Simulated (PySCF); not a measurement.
## Run report: Pt²⁺, atomic calculation

System: Pt²⁺, configuration 1s2 2s2 2p6 3s2 3p6 3d10 4s2 4p6 4d10 4f14 5s2 5p6 5d8, multiplicity 3.
Method: unrestricted HF, cc-pVTZ-PP with ECP60, scalar-relativistic core potential (PySCF).

**The input**
```python
from pyscf import gto, scf, dft, mp, cc
import basis_set_exchange as bse
txt = bse.get_basis("cc-pVTZ-PP", elements=["Pt"], fmt="nwchem", header=False)
cut = txt.index("\nECP")
mol = gto.M(atom="Pt 0 0 0", charge=2, spin=2, symmetry="D2h",
            basis=gto.basis.parse(txt[:cut]),
            ecp={"Pt": gto.basis.parse_ecp(txt[cut:])})
mf = scf.UHF(mol)
mf.irrep_nelec = {'Ag': (3, 1), 'B1g': (1, 1), 'B2g': (1, 1), 'B3g': (1, 1), 'B1u': (1, 1), 'B2u': (1, 1), 'B3u': (1, 1)}
mf.kernel()
```

The script is an equivalent of what the driver set up; the driver started from orbitals of its own, so the log can be shorter than this script's would be, and it computed the properties (radii, ⟨L²⟩, response) afterwards. It held the occupations shell by shell, which the script's counts by irreducible representation don't always enforce.

Launched within a batch (the task file carries these settings):
```bash
OMP_NUM_THREADS=1 python <driver script> TASK.json OUT
```

**The program's output (extracts)**
```
damping factor = 0
level_shift factor = 0
DIIS = <class 'pyscf.scf.diis.CDIIS'>
diis_start_cycle = 1
diis_space = 10
diis_damp = 0
SCF conv_tol = 1e-09
SCF conv_tol_grad = None
number electrons alpha = 9  beta = 7
cycle= 1 E= -117.617213866588  delta_E= -0.0073  |g|= 0.032  |ddm|= 0.0432
cycle= 2 E= -117.617458158276  delta_E= -0.000244  |g|= 0.00645  |ddm|= 0.00868
cycle= 3 E= -117.61747042461  delta_E= -1.23e-05  |g|= 0.00072  |ddm|= 0.00297
cycle= 4 E= -117.617470734179  delta_E= -3.1e-07  |g|= 0.00027  |ddm|= 0.000621
cycle= 5 E= -117.617470783053  delta_E= -4.89e-08  |g|= 3.13e-05  |ddm|= 0.000309
cycle= 6 E= -117.617470783692  delta_E= -6.39e-10  |g|= 3.63e-06  |ddm|= 3.31e-05
converged SCF energy = -117.617470783692  <S^2> = 2.00354  2S+1 = 3.0023591
```

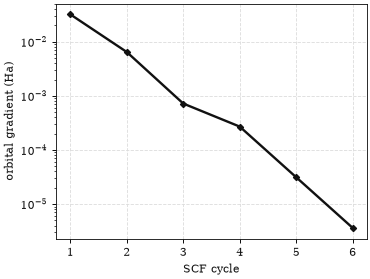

Fig. 1: Convergence: orbital gradient against the SCF cycle. The residual falls at every step. It goes from 0.032 to 3.6×10⁻⁶ in 6 steps.

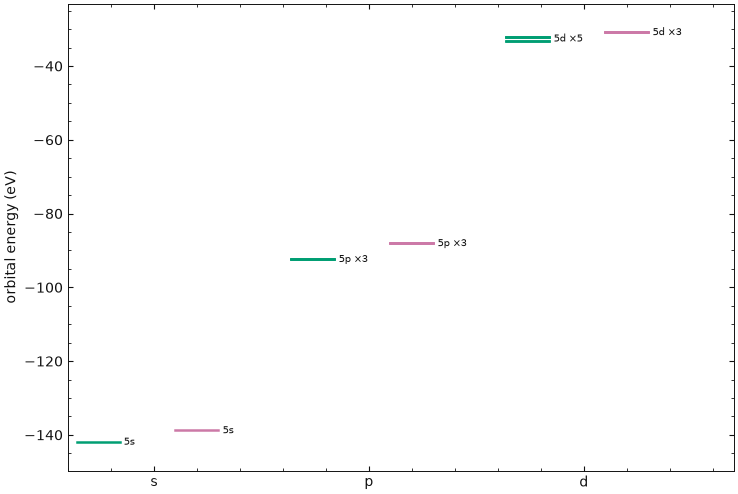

Fig. 2: Orbital energies of the mean field, from the top down to −141.9 eV, by angular momentum, α spin at the left of each column and β at the right; ×n counts the orbitals under one label. The highest filled orbital is 5d β at −30.9 eV, the lowest empty one s α at −16.3 eV.

**Results in brief**

- outcome: converged
- total energy (valence electrons, under a core potential): −117.617471 hartree
- ⟨S²⟩: 2.004
- ⟨L²⟩: 12.04
- SCF iterations: 6
- hardware: 1 thread of Arm Neoverse V2, 23 GiB of memory available, shared host
